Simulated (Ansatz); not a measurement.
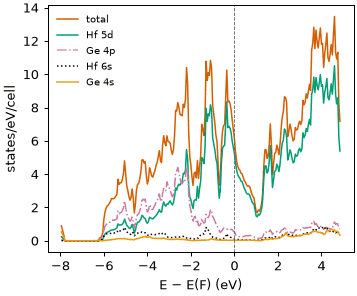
Fig. 1. Total and projected density of states of Hf₃Ge₂ in space group P4/mbm (No. 127; Hf on 2a, Hf on 4h, Ge on 4g), DFT-r²SCAN in the program Ansatz with PAW potentials

Problem. Which orbitals carry the states next to the Fermi level?

Solution. Within 0.5 eV of the Fermi level: Hf 5d 84 %, Ge 4p 8 %. Projections are on Löwdin-orthogonalised atomic valence shells; empty p or d shells of many metals are not among them.

Problem. Where is the tallest occupied peak in this window, and what makes it?

Solution. Near -1.1 eV, about 11 states/eV per cell; the largest projected share is Hf 5d.

The workflow started from a Materials Project entry (that database holds measured and hypothetical structures alike); the Crystallography Open Database copy checked does not list it. Whether it is the stable phase at ambient conditions was not checked. The r²SCAN relaxation kept the symmetry of its start; its stability against distortions is not shown here. The run is not spin-polarised. Scalar-relativistic: spin–orbit coupling is off unless named, which matters more the heavier the elements.

Potentials: the later of the program's two PAW sets.
